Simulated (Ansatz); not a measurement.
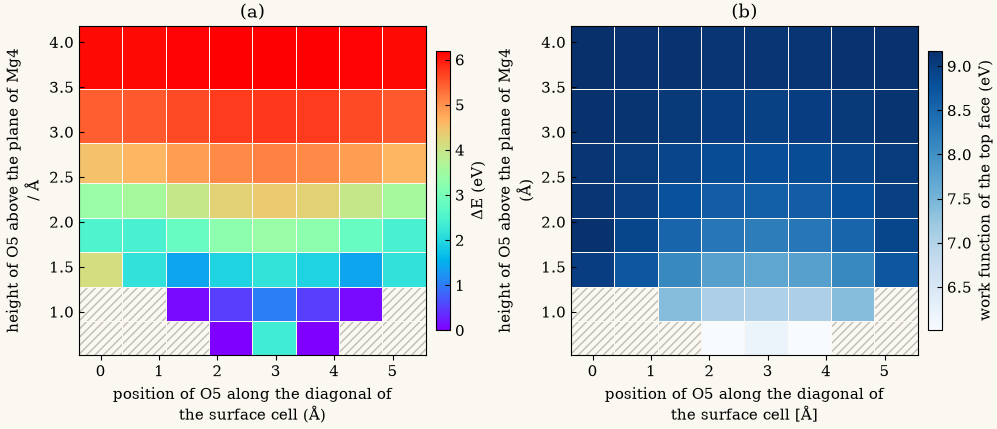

O on a Mg(100) slab cut from the P6_3/mmc phase, its upper half relaxed before the scan (4 atoms of substrate and one adsorbate in a 1 × 1 cell). 
- O is moved along a line over the surface and along the normal, above a rigid substrate.
- Coordinates scanned: (1) position of O5 along the diagonal of the surface cell, from above Mg4; (2) height of O5 above the plane of Mg4.
- Grid: 8 × 8 points; 35 points were computed and 21 follow by symmetry. At 8 points there is no value (left out of the scan, as a rule where atoms come close).
- Points are written as (first, second).
- Energies: eV, counted from the lowest grid point.
- The runs have no spin polarisation, so an open-shell adsorbate far from the surface lies too high.
- Method: DFT LDA, scalar-relativistic, plane waves, PAW in Ansatz 0.2.0. Settings: cutoff 420 eV, k-mesh 8×5×1, gaussian smearing 0.1 eV, no spin polarisation.

Panel (a) is the energy and panel (b) the computed work function of the top face on the same grid.

The picture shows one coloured cell a grid point, hatched blanks where no value was computed.

How does the work function of the top face vary over the map, and what is it at the lowest grid point?

Leaving out the highest fifth of the energies, it runs from 6.01 eV at (2.23 Å, 0.71 Å) [nearest 1 Mg at 1.66 Å] to 9.15 eV at (0.00 Å, 3.13 Å) [nearest 1 Mg at 3.13 Å]. At the lowest grid point, (2.23 Å, 0.71 Å) [nearest 1 Mg at 1.66 Å], it is 6.01 eV. That point lies on the edge of the scan.

```
second ↓, first →  0.00  0.74  1.49  2.23  2.97  3.71  4.46  5.20
             3.83  9.18  9.16  9.13  9.10  9.09  9.10  9.13  9.16
             3.13  9.15  9.12  9.05  8.99  8.97  8.99  9.05  9.12
             2.63  9.09  9.03  8.92  8.83  8.81  8.83  8.92  9.03
             2.23  9.09  8.98  8.77  8.63  8.59  8.63  8.77  8.98
             1.85  9.14  8.91  8.53  8.30  8.24  8.30  8.53  8.91
             1.47  9.00  8.70  8.09  7.78  7.71  7.78  8.09  8.70
             1.09     –     –  7.37  7.06  7.04  7.06  7.37     –
             0.71     –     –     –  6.01  6.19  6.01     –     –
```
